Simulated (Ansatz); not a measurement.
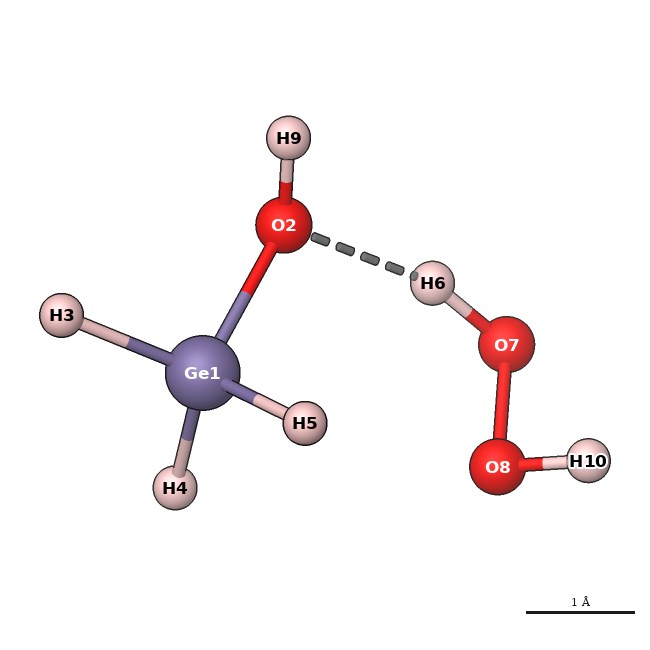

Broken lines mark hydrogen bonds. The computed structure is the end point of a PBE0-D4/def2-TZVP optimisation.

Tabulate the hydrogen bonds (donors O, N, F, S, Cl) with their geometry.

```tsv
D–H···A	D–H (Å)	H···A (Å)	angle (°)	kind
O7–H6···O2	0.98	1.80	161	intermolecular
```
